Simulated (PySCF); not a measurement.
## Electronic structure of H8Si4 in real space

The calculation's input:

```
{"job": {"xc": "CAM-B3LYP", "basis": "pcSseg-1", "solvent": "acetonitrile", "kind": "nmr", "pop": true}, "charge": 0, "multiplicity": 1}
Si    -0.000033    -1.457220     0.804692
Si    -1.665352    -0.008463    -0.019036
Si     0.000626     1.462058    -0.800285
Si     1.666193     0.003842     0.005372
H     -0.010287    -1.695110     2.254597
H      0.007887    -2.819591     0.254963
H     -2.561083    -0.569306    -1.040014
H     -2.604856     0.536283     0.970506
H      0.008364     1.725814    -2.245386
H     -0.006851     2.813802    -0.224542
H      2.582034     0.557159     1.012213
H      2.584555    -0.549955    -0.999105
```

Command:

```sh
OMP_NUM_THREADS=1 python ens_run.py task.json out
```

Geometry: GFN2-xTB.

The calculation used PySCF, CAM-B3LYP/pcSseg-1, SCF density, in a acetonitrile solvent model, non-relativistic.

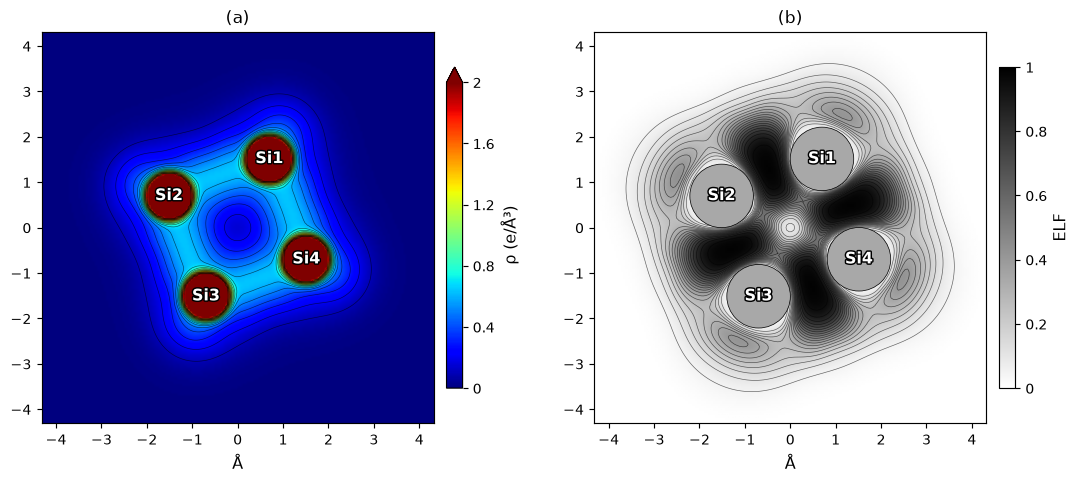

Figure 1. (a) total electron density; (b) ELF on the plane of atoms Si1, Si4 and Si3. Grey discs cover the atomic cores in the ELF map.

### What do the fields say about this system?

- The plane passes through Si nuclei.
- Si–Si (2.36 Å): ρ is about 0.63 e/Å³ halfway; the ELF peaks at about 1 between the atoms (localised, covalent bonding).

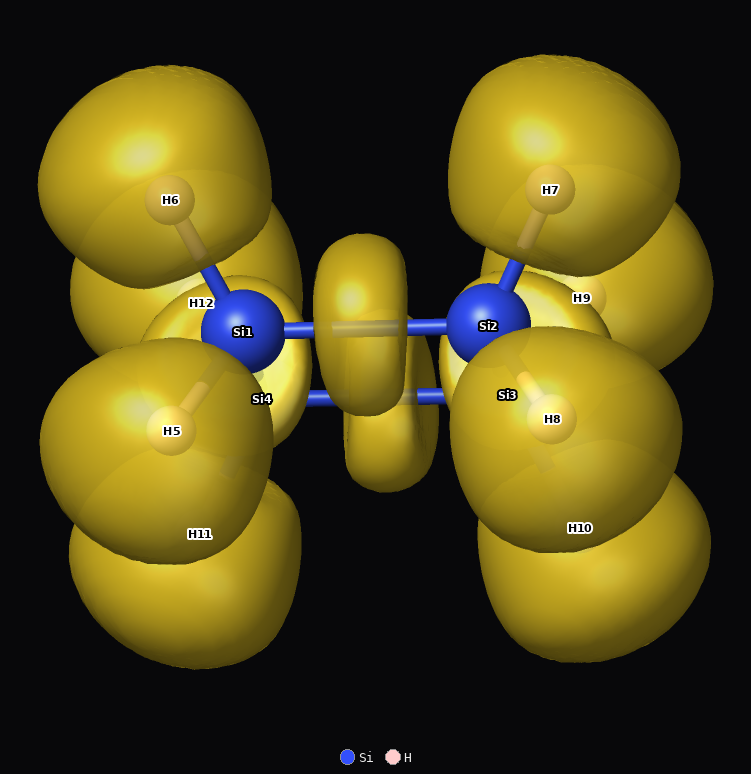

Figure 2. Isosurface of the electron localisation function at 0.75 (yellow), seen from one side. Core shells and regions of very low density are left out.

### Where are the electrons localised?

At this value the surface marks out four regions between bonded Si–Si atoms (shared pairs) and eight regions around hydrogen nuclei. Along the contacts the grid gives the following. Si–H (1.47 Å): the ELF climbs to about 1 towards the hydrogen, as it does in any bond to H.
